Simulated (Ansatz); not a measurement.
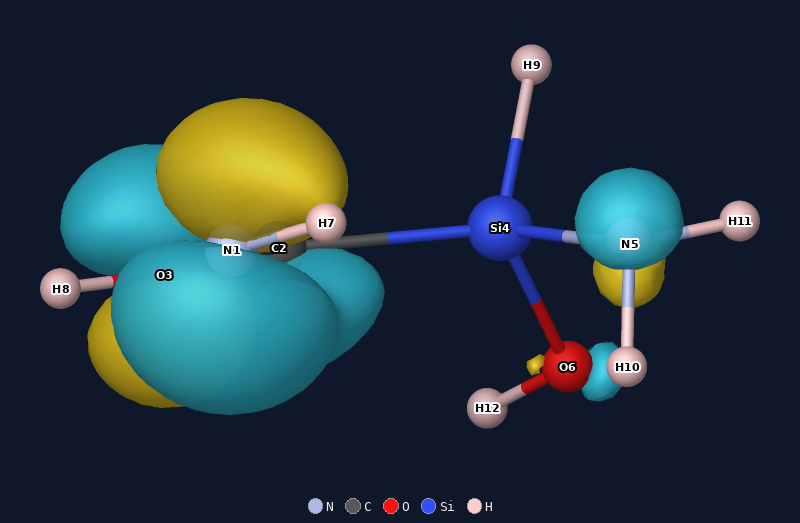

Figure. CH6N2O2Si (SMILES N=C(O)[SiH](N)O). The HOMO−1 at ±0.15 Å⁻³ᐟ² (yellow and cyan are the two phases), seen from one side.

The calculation used SCF B3LYP, Gaussian basis (Ansatz).

```xyz
12

N     0.9595    1.7520    0.6441
C    -0.0120    0.9135    0.8352
O    -0.6084    0.9406    2.0434
Si   -0.4624   -0.3720   -0.4557
N     0.6196   -0.5221   -1.7185
O    -0.5802   -1.9190    0.1220
H     1.3148    1.6868   -0.3195
H    -0.1140    1.6890    2.5340
H    -1.8204   -0.0562   -1.0618
H     1.4231   -1.0008   -1.2855
H     0.2234   -1.1634   -2.3631
H    -0.8660   -2.0035    1.0592
```

### Describe this orbital and give its energy.

By Hirshfeld shares it lies mainly on N1 (about 45 %), O3 (about 30 %) and C2 (about 15 %); largely a combination of lone pairs on N1 and O3. Its energy is −7.64 eV.
